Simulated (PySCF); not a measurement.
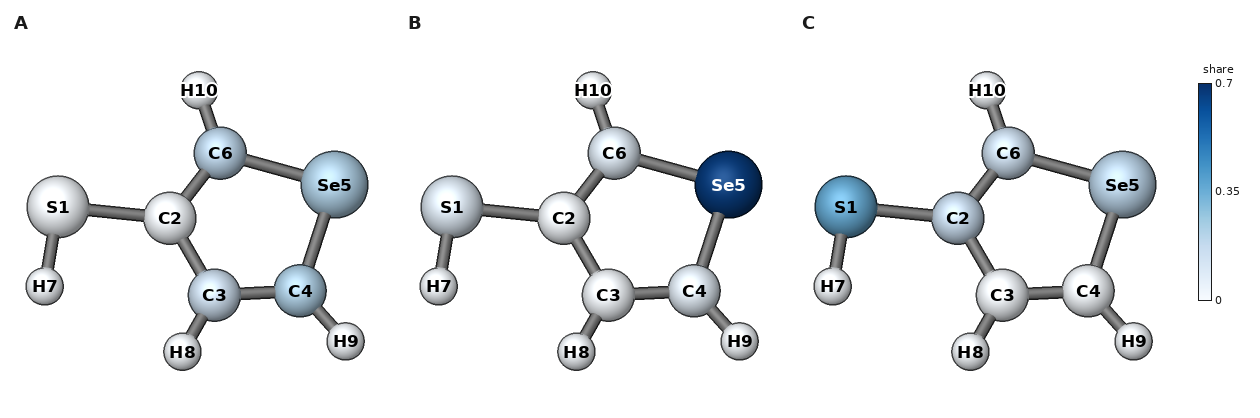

Each panel colours the atoms by their Löwdin share in one orbital (up to four of the largest shares; other atoms are shown as zero). The computed structure is the end point of a GFN2-xTB optimisation. No frequency run is at hand to confirm it as a minimum. Computed with ωB97X-D/def2-SVPD (PySCF 2.14.0).

> The panels show the HOMO, LUMO, LUMO+1, in some order. Which is which?

A: LUMO, 0.87 eV; C4 0.22, Se5 0.22, C6 0.19, C3 0.14
B: LUMO+1, 1.29 eV; Se5 0.67, S1 0.07, C6 0.07, C4 0.06
C: HOMO, −7.98 eV; S1 0.36, Se5 0.19, C2 0.16, C6 0.14

The geometry is semi-empirical. Around Se such bond lengths and angles can be off by a tenth of an ångström or more and by several degrees, and values that hang on the shape move with them.
